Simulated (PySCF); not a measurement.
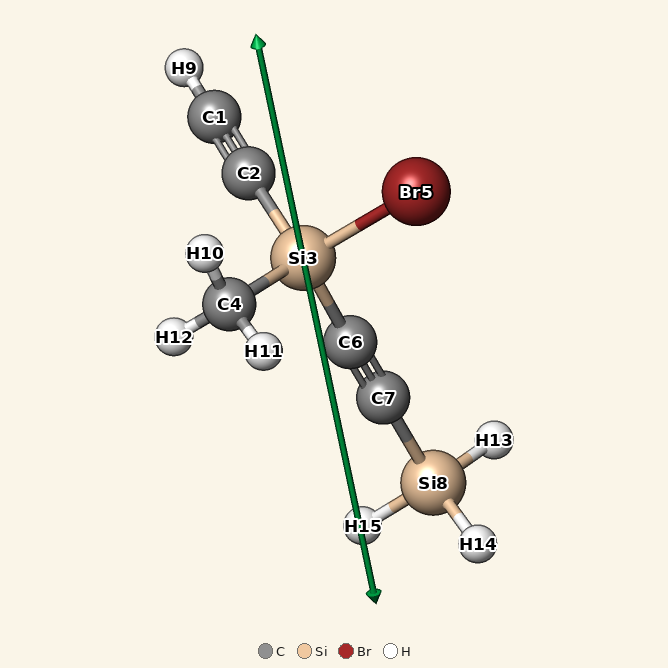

The double arrow shows the direction of the transition dipole to excited singlet state 2 (its length means nothing). Computed geometry: GFN2-xTB optimisation. No frequency run is at hand to confirm it as a minimum. Properties computed with TDDFT PBE0/def2-SVPD, vertical, gas phase, core orbitals frozen in the response (PySCF 2.14.0).

Where does the transition lie, and how strong is it?

Answer. 5.57 eV (223 nm), oscillator strength 0.035, mainly HOMO → LUMO (weight 0.67); transition dipole 1.28 D.

The geometry is semi-empirical. Around Br, Si such bond lengths and angles can be off by a tenth of an ångström or more and by several degrees, and values that hang on the shape move with them.
